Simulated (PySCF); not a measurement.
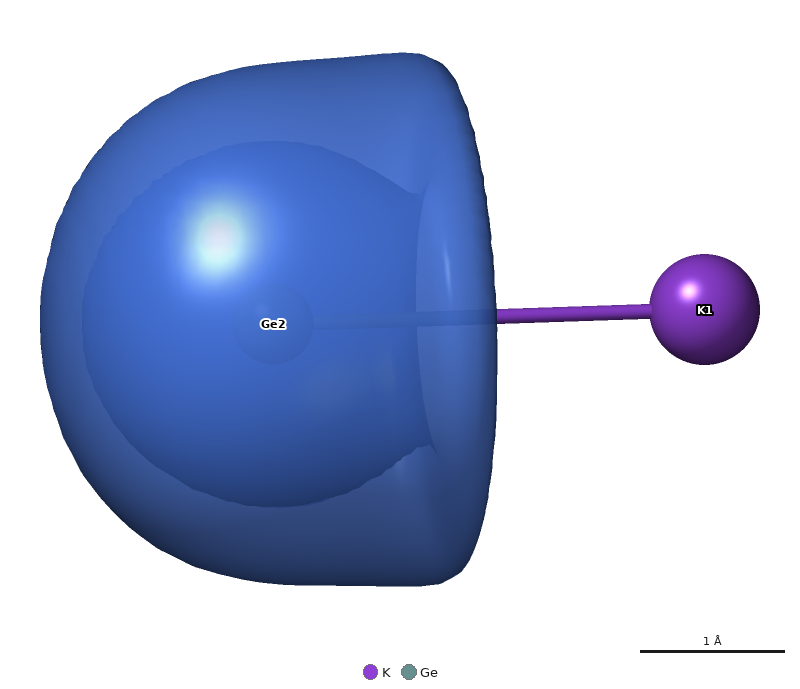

*KGe (quartet). Isosurface of the electron localisation function at 0.75 (blue), seen from one side. Only the valence region is drawn (cores and ρ < 0.01 e/Å³ removed).*

Level of theory: PBE0/pcseg-1, non-relativistic, at a bond length of 3.072 Å in PySCF 2.14.0.

```xyz
2

K     0.0000    0.0000   -2.0117
Ge    0.0000    0.0000    1.0603
```

### Identify the bonds, lone pairs and shells in this picture.

At this value the surface marks out one region wrapped around Ge (its valence shell).

Values along the shortest contacts:
K–Ge (3.07 Å): the ELF peaks at about 0.60 in the valence shell of Ge, 1.2 Å from its nucleus, and is about 0.20 at the midpoint.
